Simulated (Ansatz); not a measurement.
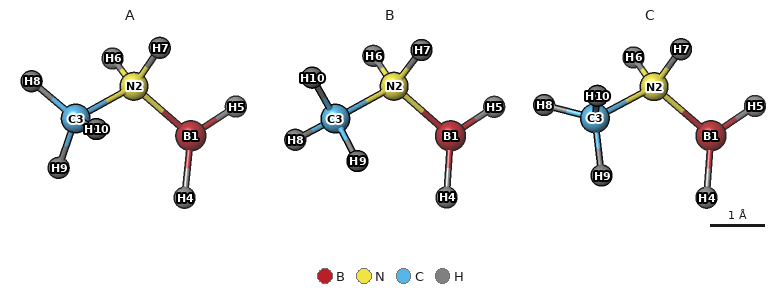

3 geometries from a converged minimum-energy path of CH$_{7}$BN (charge +1), shuffled. Style: ball-and-stick. Shown at a tilt.

Level of theory: RHF/def2-SVP in Ansatz 0.2.0. Settings: 5 movable images; climbing image; force threshold 0.05 eV/Å; iteration limit 60; starting path by image-dependent pair potential.

**One of them is the converged climbing image. Which?**

C. In order along the path, whose images run from 0 to 6: A (image 1, +2.7 kJ/mol), C (image 3, +11.2 kJ/mol), B (image 5, +2.7 kJ/mol). The motion is a rotation about the N2–C3 bond by about 120°. No bond forms or breaks between the ends.

Cost: 49 s on 1 thread of Arm Neoverse N1, on a shared host, peak memory 0.24 GiB.
